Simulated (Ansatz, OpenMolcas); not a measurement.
## How basis sets differ on CH7BSi (SMILES CB[SiH3])

CH7BSi: 10 atoms, total charge 0, spin state singlet. SMILES: `CB[SiH3]`. The shape is that of a PBE0-D4/def2-TZVP optimisation.

Quantity: the dipole moment, in D. The values are calculated.

```tsv
level	kind	program	value (D)
HF/ANO-L-MB	Hartree–Fock	OpenMolcas	0.78
HF/STO-3G	Hartree–Fock	OpenMolcas	0.66
HF/3-21G	Hartree–Fock	Ansatz	1.16
HF/def2-SVP	Hartree–Fock	Ansatz	1.23
HF/6-311+G**	Hartree–Fock	OpenMolcas	1.14
```

The values span 0.66 to 1.23 D. Magnitudes only. Sets without polarisation functions give poor dipoles.

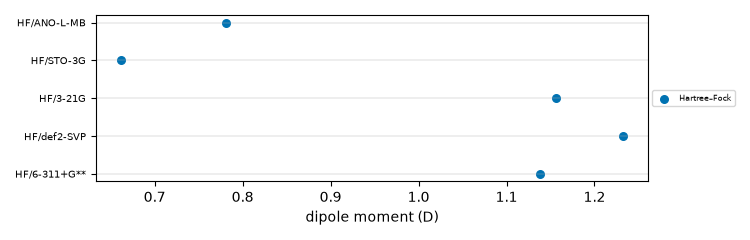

The values of the table, level by level.
